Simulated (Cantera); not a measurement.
A closed system holds: 1 mol K2CO3, 0.045 mol CO2, 0.075 mol H2, equilibrated at 8.25 Torr.

Cantera equilibrium calculation (NASA polynomials, part measured and part estimated; ideal gas, pure solids and liquids). Candidate condensed phases: C, C6H6, C7H8, C8H18, H2O, K, KOH, KO2, K2CO3, K2O, K2O2; 116 gas species. Rates play no part.

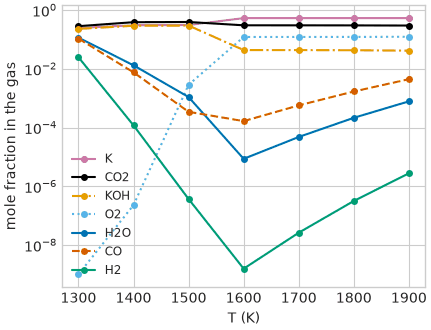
Equilibrium gas composition (values under 1e-9 drawn at 1e-9)

From 1300 K to 1500 K the condensed part is K2CO3(l). From 1600 K to 1900 K nothing is condensed. The main K-bearing gas is K throughout.
